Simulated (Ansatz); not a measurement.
**CH4Si (triplet): the correlation ladder at distance C1–H5 along a hydrogen transfer = 1.611 Å, cc-pVDZ**

Aim: climb from Hartree-Fock through coupled cluster and multireference methods for CH4Si (triplet) at one geometry and basis, and see what each rung misses.

The runs use Ansatz 0.2.0, Gaussian basis; cc-pVDZ, core rule «outside noble gas», up to 6 orbitals frozen.

To be run: UHF; CCSD(T) on ROHF; CCSD(T) on UHF; BCCD(T) on ROHF; CISD; CCSDT(Q) on ROHF; CCSDT(Q) on UHF; CASSCF and MRCISD+Q, 4 electrons in 4 orbitals; CASSCF and NEVPT2, 4 electrons in 4 orbitals.

2 further runs of the same task are left out: 2 that didn't finish.

## (1) The geometry

The geometry derives from fragments relaxed apart (PBE0/def2-TZVP) and kept rigid, so it is no stationary point. A hydrogen atom is moved between rigid fragments.

6 atoms, charge 0, spin multiplicity 3.

Atoms are counted from 1 here; the program's logs count them from 0.

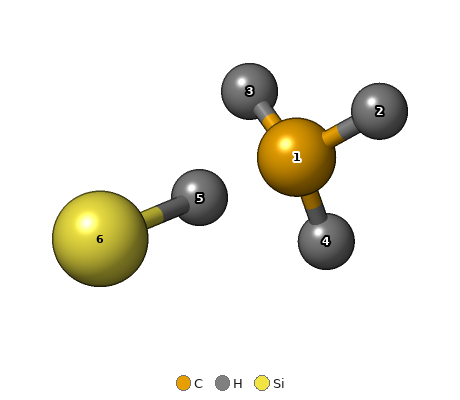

The structure; carbon amber, hydrogen grey, silicon yellow; atoms are numbered from 1 in the order of the file.

## (2) UHF

in.yaml

```yaml
crystal:
  periodic: [false, false, false]
  atoms:
    - {symbol: C, position_ang: [-2.086119, 0.000000, 0.000000]}
    - {symbol: H, position_ang: [-2.449325, 1.027301, 0.000000]}
    - {symbol: H, position_ang: [-2.449325, -0.513650, 0.889668]}
    - {symbol: H, position_ang: [-2.449325, -0.513650, -0.889669]}
    - {symbol: H, position_ang: [-0.475119, 0.000000, 0.000000]}
    - {symbol: Si, position_ang: [1.172881, 0.000000, 0.000000]}
basis:
  gaussian: {orbitals: cc-pVDZ}
magnetization: {spin_polarized: true, initial_magnetization: 2}
hamiltonian: {xc: hf}
output: {orbitals: {seedname: orbitals}}
```

Command:

```console
$ ansatz run in.yaml --threads 1 --pin off --events-out ev --progress --plain --max-ram 2393MiB
```

After this run come: CCSD(T) on ROHF; CCSD(T) on UHF; BCCD(T) on ROHF; CISD; CCSDT(Q) on ROHF; CCSDT(Q) on UHF; CASSCF and MRCISD+Q, 4 electrons in 4 orbitals; CASSCF and NEVPT2, 4 electrons in 4 orbitals.

Q: Predict the results of all the runs planned. Wanted: RCCSDT(Q) below the RHF energy; RMP2 from RCCSDT(Q); UMP2 from RCCSDT(Q); RCCSD from RCCSDT(Q); RCCSD(T) from RCCSDT(Q); UCCSD(T) from RCCSDT(Q); UCCSDT(Q) from RCCSDT(Q); NEVPT2 pair from RCCSDT(Q); MRCISD+Q pair from RCCSDT(Q).

As calculated:

```
                         quantity                      value
   RCCSDT(Q) below the RHF energy                 -7.6101 eV
              RMP2 from RCCSDT(Q)                +1496.0 meV
              UMP2 from RCCSDT(Q)                +1708.9 meV
             RCCSD from RCCSDT(Q)                 +298.1 meV
          RCCSD(T) from RCCSDT(Q)                  +51.7 meV
          UCCSD(T) from RCCSDT(Q)                  +78.1 meV
         UCCSDT(Q) from RCCSDT(Q)                   -1.0 meV
       NEVPT2 pair from RCCSDT(Q)                +1350.6 meV
     MRCISD+Q pair from RCCSDT(Q)                  +57.8 meV
levels within 1 kcal/mol (43 meV)  RCCSDT, UCCSDT, UCCSDT(Q)
                    T1 diagnostic                      0.029
```

**Reading.** RCCSD(T) lands +51.7 meV from the yardstick (0.7 % of the correlation energy). CCSD(T) misses by +51.7 meV on the restricted determinant and by +78.1 meV on the unrestricted one; the two need not hold the same state or core. Of the multireference levels listed MRCISD+Q pair comes nearest in total energy (+57.8 meV), which doesn't show that its space is the better one. Coupled cluster took another determinant than the lowest Hartree-Fock one. These misses are within one basis, not against nature; the frozen cores of restricted and unrestricted runs differ, which can shift their rows.
